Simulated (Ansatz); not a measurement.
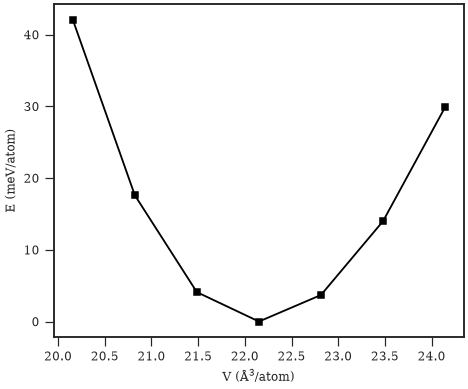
Figure. HgS (NiAs type, P6_3/mmc) under volume change, PBE (plane waves, PAW; program Ansatz), shape and atoms relaxed at each volume.

Question: What does a third-order Birch–Murnaghan fit give for V₀, B₀ and B′?

Answer: V₀ = 22.15 Å³/atom, B₀ = 62.8 GPa, B′ = 4.8.

A made-up cell: these elements were put on the sites of a structure type; neither database checked (COD, Materials Project) lists it. COD files the formula under space group No. 152, 154, 166, 216, so this cell is another polymorph or a model. Its standing as an ambient phase is unchecked. Symmetry was held in the PBE relaxation; whether a distortion lowers the energy is not shown. Scalar-relativistic: spin–orbit coupling is off unless named, which matters more the heavier the elements.

Potentials: the later of the program's two PAW sets.
